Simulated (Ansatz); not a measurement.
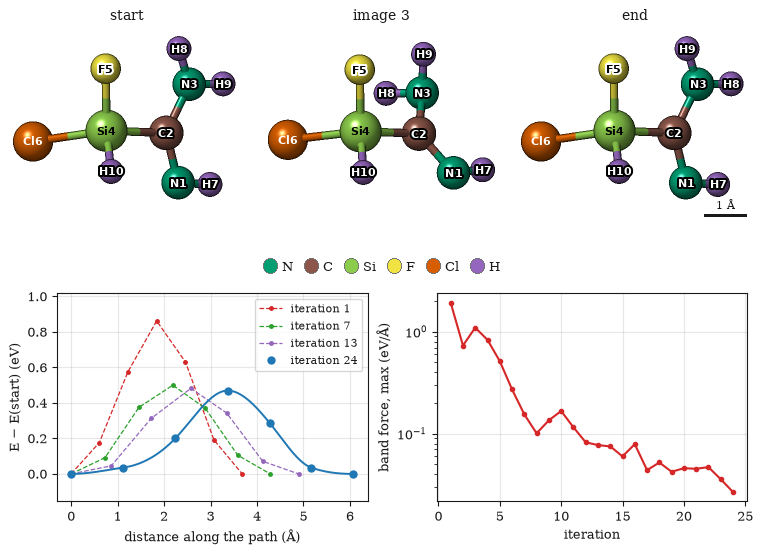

A nudged-elastic-band calculation for CH₄ClFN₂Si. Images are numbered from 0 (start) to 6 (end). The plot follows the band through its iterations. A ball-and-stick model, seen from a free direction.

Theory: RKS r2SCANh/def2-SVP (Ansatz 0.2.0). Set-up: 5 movable images; climbing image; force threshold 0.03 eV/Å; iteration limit 60; starting path by image-dependent pair potential.

How did the profile develop, and is the result final?

Answer. The result is final at these settings. The band converged in 24 iterations. The largest component of the band force went from 1.9 to 0.027 eV/Å. The climbing image converged on the top of the path. Its vibrational analysis gives one imaginary mode (283i cm⁻¹), as a transition state must have. The first iteration put the highest image at 0.86 eV. The barrier is about 0.47 eV in both directions, with image 3 at the top; the ends have the same energy.

Cost: 5 min on 2 threads of Intel(R) Xeon(R) Platinum 8559C (Emerald Rapids) (shared host), peak memory 0.33 GiB.
